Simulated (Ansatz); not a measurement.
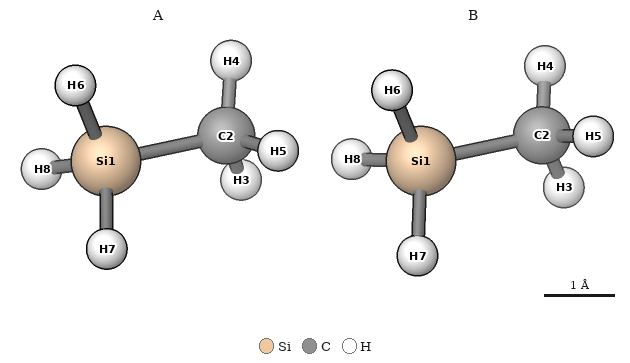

Two geometries of CH₆Si, drawn at one scale. One is the start of a relaxation, the other its converged end. A ball-and-stick model, seen at a tilt.

Computed with Ansatz 0.2.0, RKS PBE0-D4/def2-SVPD. Set-up: no spin polarisation; force threshold 0.02 eV/Å; at most 40 steps.

### Which geometry has the lower energy?

Structure B is the relaxed one. The run prepares the start of a later molecular dynamics calculation, from a guessed geometry. After 5 accepted moves (6 points after the start) the energy has fallen by 0.068 eV. The largest force component goes from 0.6 to 0.017 eV/Å. The line search rejected the trial step at point 4 of the run. The largest moves after the best rigid fit, 0.21 Å, are those of H3, H4 and H5. By element the largest moves are H 0.21 Å, C 0.01 Å. Si stays in place. Near-neighbour distances that change, for instance: Si1–H6 1.460 → 1.495 Å, Si1–C2 1.870 → 1.880 Å, C2–H3 1.110 → 1.100 Å. Cost: 8 s on 1 thread of Intel(R) Xeon(R) 6975P-C (Granite Rapids), with other jobs on the host, peak memory 0.17 GiB.
